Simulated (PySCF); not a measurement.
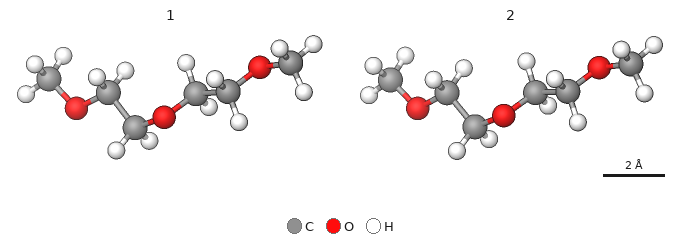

Two geometries of C6H14O3, drawn at one scale. One is the start of a relaxation, the other its converged end. The picture is a ball-and-stick view, seen at a tilt.

Level of theory: PBE0-D3(BJ)/def2-SVP geometry optimisation, gas phase in PySCF. 

Which one is relaxed?

Structure 2 is the relaxed one. The start comes from GFN2-xTB. The energy falls by 5.77 kJ/mol in 3 geometry steps. The largest force component goes from 0.87 to 0.016 eV/Å. The largest move after the best rigid fit is that of an H atom, 0.21 Å. Largest moves by element: H 0.21 Å, C 0.09 Å, O 0.06 Å. Near-neighbour distances that change, for instance: C–C 1.525 → 1.511 Å, C–O 1.407 → 1.393 Å, C–H 1.100 → 1.109 Å.
